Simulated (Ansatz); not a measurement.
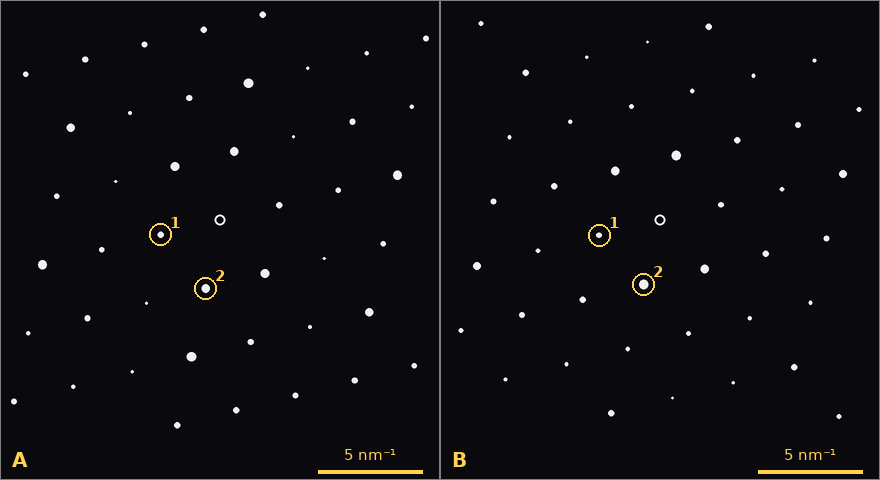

Kinematic electron diffraction patterns (200 kV, B = 0.5 Å², same scale) along [011] of the run's own cell, for the start and the end of one relaxation of Na3F2 with DFT PBE, scalar-relativistic, plane waves, PAW (Ansatz 0.2.0). k mesh 12×12×6. The start is a generated model structure, and the relaxation ends in the nearest stationary point of its symmetry, not necessarily the ground state. Spot 1 is -1 0 0 and spot 2 is 0 -1 1 in both.

Start structure:

```
Na F
1.0
     3.92564    0.00000    0.00000
    -1.96282    3.39970    0.00000
     0.00000    0.00000    6.10766
Na F
3 2
Direct
  0.00000 0.00000 0.00000
  0.33333 0.66667 0.64500
  0.66667 0.33333 0.35500
  0.33333 0.66667 0.24500
  0.66667 0.33333 0.75500
```

**Which pattern belongs to the start structure, and which to the relaxed one?**

A is the start: its cell gives d(1) = 3.400 Å, d(2) = 2.971 Å and an angle of 64.1°. B is the relaxed structure, with d(1) = 3.302 Å (-2.9 %), d(2) = 3.124 Å (+5.2 %) and 61.8°.

**Name reflections whose intensity changes strongly on relaxation.**

0 2 -2 goes from 100 to 3.9 % of the strongest spot; 1 -3 3 goes from 18 to 0.031 % of the strongest spot; 3 -2 2 goes from 58 to 2.3 % of the strongest spot.

**What did the relaxation do to the structure and the energy?**

The volume changed by +49.0 % to 24.29 Å³ an atom; with the mean shift removed, the atoms moved by up to 1.26 Å relative to the cell (F most); the space group stayed P-3m1 (No. 164); the free energy fell by 160 meV an atom. Relaxed cell: a = 3.813 Å, b = 3.813 Å, c = 9.647 Å, α = 90.00°, β = 90.00°, γ = 120.00°.
